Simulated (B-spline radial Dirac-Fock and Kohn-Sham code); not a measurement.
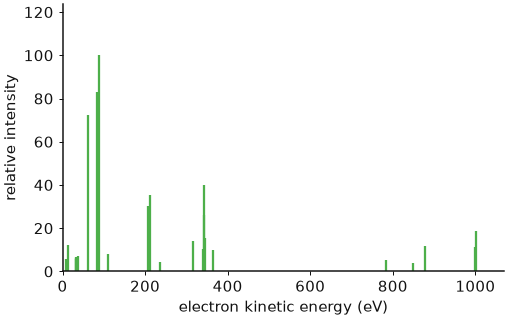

Auger and Coster–Kronig groups that fill an M2 (3p1/2) hole, as sticks. Kinetic energies count from the vacuum level; very weak lines are left out. System: Pm³⁺ ([Xe] 4f2 5d2), which is not the ground configuration. Method: independent-particle Coulomb rates on relativistic LDA orbitals, configuration-average energies from Dirac–Fock (computed with a B-spline radial code). Widths ruled by Coster–Kronig decay come out up to twice the measured ones in this model.

Which group is strongest?

Answer. M2-M4N3 at 87.25 eV, 17 % of the non-radiative width.

How wide is the M2 level from this decay?

Answer. The non-radiative width is 5.85 eV.
